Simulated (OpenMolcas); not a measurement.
# Ru⁴⁺ among point charges: CASSCF and CASPT2 levels and susceptibility

How does a field of 6 point charges split the states of Ru⁴⁺, and what χT follows?

Program: OpenMolcas 26.06. Level of theory: state-averaged CASSCF and CASPT2, spin-orbit coupling by RASSI with atomic mean-field integrals. These are calculated values, not measurements, unless marked.

## (1) The atom as given

| Property | Result |
| --- | --- |
| Species | Ru⁴⁺ (ruthenium, Z = 44, 40 electrons) |
| Basis | ANO-RCC-VDZP [6s5p3d1f], 43 functions |
| Scalar Hamiltonian | DKH2, point nucleus |
| Inactive shells | 1s 2s 2p 3s 3p 3d 4s 4p |
| Active space | 4 electrons in 5 orbitals (4d) |
| Some configurations of this space | 4d4 |
| Orbitals | optimised for each spin and parity, averaged over all roots |

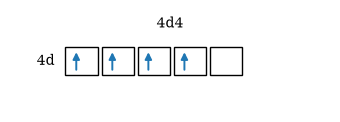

The shells outside the core, filled by Hund's rule for the drawing.

The ion sits among 6 point charges of -1.7 e arranged as a trigonal antiprism (D3d), 1.94 Å from the ion, with a polar angle of 60.2° against the regular 54.74°.

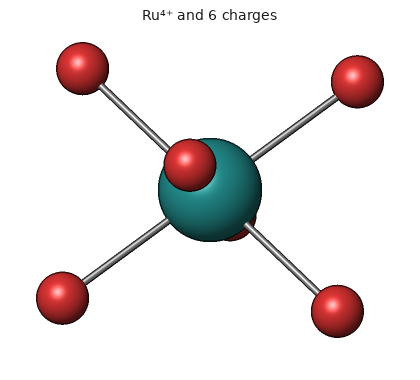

The ion and the point charges (red).

Each step is its own input file, run in one work folder so that later steps find the files of earlier ones. Labels, J, g values, rates, χT and fits are worked out afterwards by a script from the matrices that RASSI stores. The input lists half of the charges; inversion (Group=XYZ) makes the rest.

## (2) Basis and integrals

a.inp reads:

```
&GATEWAY
Coord
1

Ru 0.0 0.0 0.0
Basis=ANO-RCC-VDZP
Group=XYZ
NoMove
AngMom=0.0 0.0 0.0
AMFI
XField
3 Angstrom 0
0.000000 1.683619 0.963860 -1.700000
1.458057 -0.841810 0.963860 -1.700000
1.458057 0.841810 -0.963860 -1.700000
&SEWARD
```

Command:

```console
$ OMP_NUM_THREADS=1 MOLCAS_MEM=1689 MOLCAS_PROJECT=a pymolcas a.inp > a.log
```

The program printed:

```text
Basis set label: RU.ANO-RCC...6S5P3D1F.

      Electronic valence basis set:
      ------------------
      Associated Effective Charge  44.000000 au
      Associated Actual Charge     44.000000 au
      Nuclear Model: Point charge

      Shell  nPrim  nBasis  Cartesian Spherical Contaminant
         s      21       6        X
         p      18       5        X
         d      13       3                 X
         f       6       1                 X
                  Relativistic Douglas-Kroll-Hess integrals:
                    - DKH order of Hamiltonian: 2
                    - DKH order of Properties : 0
                  Atomic mean-field integrals
```

## (3) Reference wave functions, quintets of even parity, 5 roots

a.inp reads:

```
&RASSCF
FileOrb=start.orb
Symmetry=1
Spin=5
nActEl=4 0 0
Inactive=9 9
Ras2=5 0
CIRoot=5 5 1
SDav=5
CIMx=300
Iter=120 100
PrWF=0.3
OrbListing=Nothing
MaxOrb=0
>>> COPY $Project.JobIph JOB001
```

start.orb holds the contracted functions of the basis, ordered by shell, or the orbitals of the step before.

The program printed, shortened:

```text
[...]
      Number of active orbitals                  5
[...]
      Spin quantum number                      2.0
[...]
      Active orbitals                            5   0
[...]
      Number of CSFs                             5
      Number of root(s) required                 5
[...]
      Convergence after  8 iterations
[...]
      Natural orbitals and occupation numbers for root  1
      sym 1:   1.000000   0.000000   1.000000   1.000000   1.000000
      Natural orbitals and occupation numbers for root  2
      sym 1:   0.000000   1.000000   1.000000   1.000000   1.000000
      Natural orbitals and occupation numbers for root  3
      sym 1:   1.000000   0.000000   1.000000   1.000000   1.000000
::    RASSCF root number  1 Total energy:  -4535.08491153
::    RASSCF root number  2 Total energy:  -4535.08491151
::    RASSCF root number  3 Total energy:  -4535.04799244
::    RASSCF root number  4 Total energy:  -4535.04799241
::    RASSCF root number  5 Total energy:  -4535.03200292
```

## (4) Reference wave functions, triplets of even parity, 45 roots

a.inp reads:

```
&RASSCF
FileOrb=start.orb
Symmetry=1
Spin=3
nActEl=4 0 0
Inactive=9 9
Ras2=5 0
CIRoot=45 45 1
SDav=45
CIMx=300
Iter=120 100
PrWF=0.3
OrbListing=Nothing
MaxOrb=0
>>> COPY $Project.JobIph JOB002
```

Command:

```console
$ OMP_NUM_THREADS=1 MOLCAS_MEM=1689 MOLCAS_PROJECT=a pymolcas a.inp > a.log
```

The program printed, shortened:

```text
[...]
      Number of active orbitals                  5
[...]
      Spin quantum number                      1.0
[...]
      Active orbitals                            5   0
[...]
      Number of CSFs                            45
      Number of root(s) required                45
[...]
      Convergence after  6 iterations
[...]
      Natural orbitals and occupation numbers for root  1
      sym 1:   0.056895   0.998328   1.889554   0.998328   0.056895
      Natural orbitals and occupation numbers for root  2
      sym 1:   0.096511   0.972022   1.021935   1.867123   0.042409
      Natural orbitals and occupation numbers for root  3
      sym 1:   0.054578   1.867513   0.984152   1.010101   0.083657
::    RASSCF root number  1 Total energy:  -4535.02563348
::    RASSCF root number  2 Total energy:  -4535.01648396
::    RASSCF root number  3 Total energy:  -4535.01648395
[...]
::    RASSCF root number 27 Total energy:  -4534.92772115
::    RASSCF root number 28 Total energy:  -4534.92473452
::    RASSCF root number 29 Total energy:  -4534.92473451
::    RASSCF root number 30 Total energy:  -4534.92441173
```

## (5) Reference wave functions, singlets of even parity, 50 roots

a.inp reads:

```
&RASSCF
FileOrb=start.orb
Symmetry=1
Spin=1
nActEl=4 0 0
Inactive=9 9
Ras2=5 0
CIRoot=50 50 1
SDav=50
CIMx=300
Iter=120 100
PrWF=0.3
OrbListing=Nothing
MaxOrb=0
>>> COPY $Project.JobIph JOB003
```

Command:

```console
$ OMP_NUM_THREADS=1 MOLCAS_MEM=1689 MOLCAS_PROJECT=a pymolcas a.inp > a.log
```

The program printed, shortened:

```text
[...]
      Number of active orbitals                  5
[...]
      Spin quantum number                      0.0
[...]
      Active orbitals                            5   0
[...]
      Number of CSFs                            50
      Number of root(s) required                50
[...]
      Convergence after  6 iterations
[...]
      Natural orbitals and occupation numbers for root  1
      sym 1:   0.066968   0.775015   1.257746   1.800513   0.099758
      Natural orbitals and occupation numbers for root  2
      sym 1:   0.105325   1.857069   0.963698   1.023629   0.050279
      Natural orbitals and occupation numbers for root  3
      sym 1:   0.093653   0.627185   1.592757   1.592753   0.093652
::    RASSCF root number  1 Total energy:  -4534.97493021
::    RASSCF root number  2 Total energy:  -4534.97493019
::    RASSCF root number  3 Total energy:  -4534.97175869
[...]
::    RASSCF root number 27 Total energy:  -4534.88276699
::    RASSCF root number 28 Total energy:  -4534.87513525
::    RASSCF root number 29 Total energy:  -4534.86746434
::    RASSCF root number 30 Total energy:  -4534.86746433
```

## (6) State interaction with spin-orbit coupling

a.inp reads:

```
&RASSI
NrOfJobIphs=3 5 45 50
1 2 3 4 5
1 2 3 4 5 6 7 8 9 10 11 12 13 14 15 16 17 18 19 20 21 22 23 24 25 26 27
28 29 30 31 32 33 34 35 36 37 38 39 40 41 42 43 44 45
1 2 3 4 5 6 7 8 9 10 11 12 13 14 15 16 17 18 19 20 21 22 23 24 25 26 27
28 29 30 31 32 33 34 35 36 37 38 39 40 41 42 43 44 45 46 47 48 49 50
IphNames
JOB001
JOB002
JOB003
EJob
SpinOrbit
DIPRint=1.0
SOCoupling=1000.0
Subsets=2
Property=9
'ANGMOM' 1 'ANGMOM' 2 'ANGMOM' 3 'MLTPL  1' 1 'MLTPL  1' 2 'MLTPL  1' 3
'AMFI' 1 'AMFI' 2 'AMFI' 3
SOProperty=3
'ANGMOM' 1 'ANGMOM' 2 'ANGMOM' 3
```

The program printed, shortened:

```text
SPIN-FREE ENERGIES:
  (Shifted by EMIN (a.u.) =      -4535.0849115345)
 SF State       Relative EMIN(au)   Rel lowest level(eV)    D:o, cm**(-1)      L_eff
     1             0.0000000000        0.0000000000              0.0000         2.0
     2             0.0000000258        0.0000007023              0.0057         2.0
     3             0.0369190959        1.0046197793           8102.8050         2.0
     4             0.0369191243        1.0046205506           8102.8112         2.0
     5             0.0529086147        1.4397167491          11612.0987         2.0
     6             0.0592780500        1.6130379137          13010.0282         4.1
     7             0.0684275766        1.8620092170          15018.1172         4.1
     8             0.0684275848        1.8620094410          15018.1190         4.1
     9             0.0886758581        2.4129930256          19462.1013         4.1
    10             0.0911135540        2.4793261108          19997.1137         4.1
[...]
Eigenvalues of complex Hamiltonian:
   -----------------------------------
  (Shifted by EMIN (a.u.) =      -4535.0849115345)
 SO State       Relative EMIN(au)   Rel lowest level(eV)    D:o, cm**(-1)     J-value
     1            -0.0059589596        0.0000000000              0.0000         1.5
     2            -0.0057999319        0.0043273654             34.9026         1.5
     3            -0.0036038548        0.0640856679            516.8858         2.1
     4            -0.0036038509        0.0640857735            516.8866         2.1
     5            -0.0015963659        0.1187122223            957.4786         2.3
     6            -0.0015963431        0.1187128428            957.4836         2.3
     7            -0.0002060469        0.1565447310           1262.6184         2.2
     8             0.0005209766        0.1763280482           1422.1816         2.3
     9             0.0015941205        0.2055297806           1657.7095         1.8
    10             0.0015941206        0.2055297840           1657.7095         1.8
    11             0.0337477196        1.0804737858           8714.6088         2.0
[...]
```

Time for these steps: 17 s (1 thread of Intel Xeon 6975P-C (Granite Rapids), shared host).

States without spin-orbit coupling:

```tsv
state	degeneracy	E (cm-1)	free-ion L (%)
5E	2	0	D (100)
5E	2	8103	D (100)
5A1	1	11612	D (100)
3A2	1	13010	H (48)
3E	2	15018	H (51)
3A1	1	19462	H (37)
3E	2	19997	H (55)
3E	2	20435	H (80)
3A2	1	22045	P (47)
3E	2	22290	H (45)
3A2	1	23815	F (71)
1E	2	24138	G (51)
3A1	1	24615	G (76)
1A1	1	24834	I (63)
1E	2	24988	I (75)
3E	2	25872	G (49)
3A2	1	25986	H (64)
3E	2	28681	G (39)
3E	2	28916	H (63)
1A1	1	29173	I (47)
3A1	1	29450	H (54)
1A1	1	29691	G (44)
1A2	1	30004	I (95)
1E	2	30174	I (53)
```

With spin-orbit coupling:

| E (cm-1) | Degeneracy | Label | 2S+1 | g |
| --- | --- | --- | --- | --- |
| 0.0 | 1 | A1 | 5 |  |
| 34.9 | 1 | A2 | 5 |  |
| 516.9 | 2 | E | 5 | 0.00 0.00 1.29 |
| 957.5 | 2 | E | 5 | 0.00 0.00 2.28 |
| 1263 | 1 | A1 | 5 |  |
| 1422 | 1 | A2 | 5 |  |
| 1658 | 2 | E | 5 | 0.00 0.00 9.34 |
| 8715 | 1 | A1 | 5 |  |
| 8816 | 2 | E | 5 | 0.00 0.00 4.35 |
| 9132 | 2 | E | 5 | 0.00 0.00 3.12 |
| 9144 | 1 | A2 | 5 |  |
| 9170 | 2 | E | 5 | 0.00 0.00 2.90 |
| 9373 | 1 | A1 | 5 |  |
| 9380 | 1 | A2 | 5 |  |
| 12755 | 2 | E | 5 | 0.00 0.00 7.86 |
| 12851 | 2 | E | 5 | 0.00 0.00 3.93 |
| 12875 | 1 | A1 | 5 |  |
| 13610 | 1 | A1 | 3 |  |
| 13819 | 2 | E | 3 | 0.00 0.00 2.41 |
| 15767 | 1 | A1 | 3 |  |
| 15913 | 2 | E | 3 | 0.00 0.00 1.65 |
| 16014 | 1 | A2 | 3 |  |
| 16170 | 2 | E | 3 | 0.00 0.00 0.72 |
| 20146 | 1 | A1 | 3 |  |

The table of states holds 24 of 67 computed; the rest, higher up, is left out. Principal g values are given for doublets only; a zero marks a field direction without first-order Zeeman splitting.

Powder χT (cm³ K/mol): 0.07 at 2 K, 0.17 at 5 K, 0.34 at 10 K, 0.59 at 20 K, 0.87 at 50 K, 1.04 at 100 K, 1.17 at 150 K, 1.28 at 200 K, 1.38 at 250 K, 1.47 at 300 K.

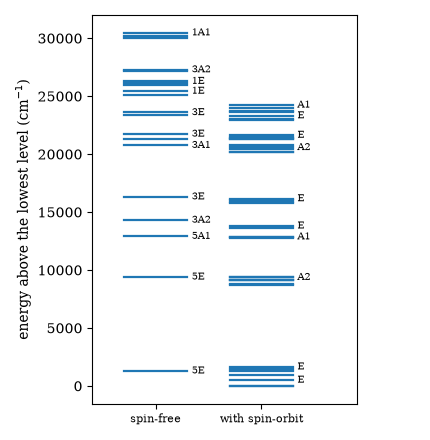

The states in the field without (left) and with (right) spin-orbit coupling.

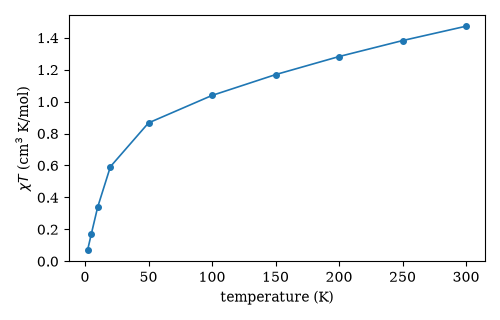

χT against temperature.

Orbitals of the lowest block (energies include the constant potential of the surroundings):

```tsv
shell	space	energy (hartree)	mean occupation	⟨r²⟩ (bohr²)
1s	inactive	-815.9401	2.000	0.00147
2s	inactive	-119.5440	2.000	0.0249
2p	inactive	-106.7959	6.000	0.0197
3s	inactive	-21.6148	2.000	0.183
3p	inactive	-17.3027	6.000	0.187
3d	inactive	-10.3433	10.000	0.175
4s	inactive	-2.5277	2.000	1.17
4p	inactive	-1.1911	6.000	1.38
4d	RAS2		4.000	2.21
```

## (7) CASPT2: IPEA 0.25, imaginary shift 0.1 (closed shells correlated: 4s 4p)

a.inp reads:

```
>>> COPY JOB001 $Project.JobIph
&CASPT2
Multistate=5 1 2 3 4 5
NoMult
Frozen=8 6
IPEA=0.25
Imaginary=0.1
MaxIter=60
WThr=0.0 0.3 0.05
PrWF=0.5
NoMix
>>> COPY JOB002 $Project.JobIph
&CASPT2
Multistate=45 1 2 3 4 5 6 7 8 9 10 11 12 13 14 15 16 17 18 19 20 21 22
23 24 25 26 27 28 29 30 31 32 33 34 35 36 37 38 39 40 41 42 43 44 45
NoMult
Frozen=8 6
IPEA=0.25
Imaginary=0.1
MaxIter=60
WThr=0.0 0.3 0.05
PrWF=0.5
NoMix
>>> COPY JOB003 $Project.JobIph
&CASPT2
Multistate=50 1 2 3 4 5 6 7 8 9 10 11 12 13 14 15 16 17 18 19 20 21 22
23 24 25 26 27 28 29 30 31 32 33 34 35 36 37 38 39 40 41 42 43 44 45 46
47 48 49 50
NoMult
Frozen=8 6
IPEA=0.25
Imaginary=0.1
MaxIter=60
WThr=0.0 0.3 0.05
PrWF=0.5
NoMix
```

The program printed, shortened:

```text
[...]
      Active orbitals                            5   0
[...]
      E2 (Variational):          -0.2221502632
      Total energy:           -4535.3070617978
[...]
::    CASPT2 Root  1     Total energy:  -4535.30706180
::    CASPT2 Root  2     Total energy:  -4535.30694280
[...]
::    CASPT2 Root 27     Total energy:  -4535.11933347
::    CASPT2 Root 28     Total energy:  -4535.11051271
::    CASPT2 Root 29     Total energy:  -4535.10835741
::    CASPT2 Root 30     Total energy:  -4535.10867879
```

Time for this run: 4.3 s (1 thread of Intel Xeon 6975P-C (Granite Rapids), shared host).

SS-CASPT2: lowest energy less the reference's lowest, -0.2221 hartree; reference weights 0.944 to 0.957.

Spin-free states, with their symmetry labels:

```tsv
state	degeneracy	E (cm-1)	free-ion L (%)
5E	2	0	D (100)
5E	2	8293	D (100)
5A1	1	12085	D (100)
3A2	1	12296	H (48)
3E	2	14465	H (51)
3A1	1	18244	H (37)
3E	2	18721	H (55)
3E	2	19619	H (80)
3A2	1	20132	P (47)
3E	2	20887	H (45)
3A2	1	22238	F (71)
1E	2	22341	G (51)
3A1	1	22549	G (76)
3E	2	23650	G (49)
1E	2	23682	I (75)
1A1	1	23768	I (63)
3A2	1	25630	H (64)
1A1	1	26736	G (44)
3E	2	26875	G (39)
1A1	1	26961	I (47)
3E	2	27941	H (63)
1E	2	28309	I (53)
3A1	1	28458	H (54)
3A2	1	28585	F (55)
```

With spin-orbit coupling:

```csv
E (cm-1),Degeneracy,Label,2S+1,g
0,1,A1,5,
39,1,A2,5,
530,2,E,5,0.00 0.00 1.29
970,2,E,5,0.00 0.00 2.27
1270,1,A1,5,
1430,1,A2,5,
1660,2,E,5,0.00 0.00 9.35
8880,1,A1,5,
8990,2,E,5,0.00 0.00 4.48
9310,2,E,5,0.00 0.00 2.45
9320,1,A2,5,
9340,2,E,5,0.00 0.00 2.08
9550,1,A1,5,
9550,1,A2,5,
12860,1,A1,3,
13060,2,E,3,0.00 0.00 2.55
13190,2,E,5,0.00 0.00 7.82
13290,1,A1,5,
13290,2,E,5,0.00 0.00 3.66
15100,1,A1,3,
15300,2,E,3,0.00 0.00 1.51
15440,1,A2,3,
15580,2,E,3,0.00 0.00 0.64
18900,1,A1,3,
```

Powder χT (cm³ K/mol): 0.06 at 2 K, 0.15 at 5 K, 0.31 at 10 K, 0.55 at 20 K, 0.85 at 50 K, 1.03 at 100 K, 1.16 at 150 K, 1.28 at 200 K, 1.38 at 250 K, 1.47 at 300 K.

## (8) The methods side by side

A. CASSCF
B. SS-CASPT2, IPEA 0.25, imaginary shift 0.1 (closed shells correlated: 4s 4p)

```tsv
method	ground state	first state of that spin (cm-1)	first gap with spin-orbit (cm-1)	χT at 300 K
A	5E	5E 8103	34.9	1.47
B	5E	5E 8293	39.3	1.47
```

## (9) Summary of results

| quantity | value |
| --- | --- |
| method | SS-CASPT2, IPEA 0.25, imaginary shift 0.1 (closed shells correlated: 4s 4p) |
| spin-free ground state | 5E, 2-fold in its orbital part |
| first state of the same spin within the active space | 5E at 8290 cm⁻¹ |
| lowest level | 1-fold A1 |
| next level | 39.3 cm⁻¹ |
| χT at 300 K | 1.47 cm³ K/mol |
| effective moment at 300 K | 3.43 μB |

Cost by method:

```tsv
method	time of its own steps	time with the reference
A. CASSCF	17 s	17 s
B. SS-CASPT2, IPEA 0.25, imaginary shift 0.1, +4s 4p	4.3 s	21 s
```

Times are of one thread on a shared host.

**Reading.** The spin-free ground state (5E) comes to 100 % from free-ion D terms and keeps the highest spin of the shell. χT at 300 K is 1.47, against 3.01 cm³ K/mol for the spin alone, so spin-orbit coupling lowers it. An active space of the d shell alone favours high spin; real ions in strong fields can be low spin. CASPT2 does not keep the components of a term degenerate, and the means are used. The field of point charges can differ much from that of real complexes. With metal d orbitals alone active, the gaps between spin states are rough; where two lie within a few thousand cm-1, their order is open. This is an electrostatic model: the charges have no orbitals.
